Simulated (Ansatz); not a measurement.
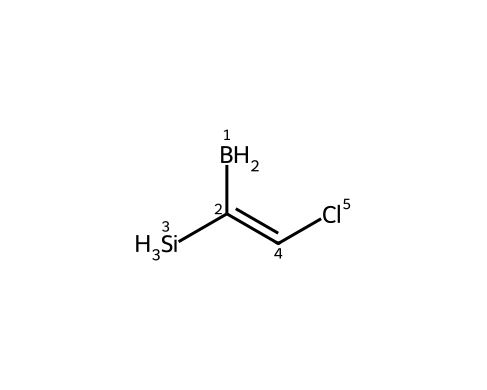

Skeletal drawing with numbered atoms; wedges and dashes mark any stereocentres. The configuration is that of a computed structure (PBE0-D4/def2-TZVP).

Q: Assign CIP descriptors.

A: C2=C4: E.

Q: Write the isomeric SMILES.

A: B/C([SiH3])=C\Cl
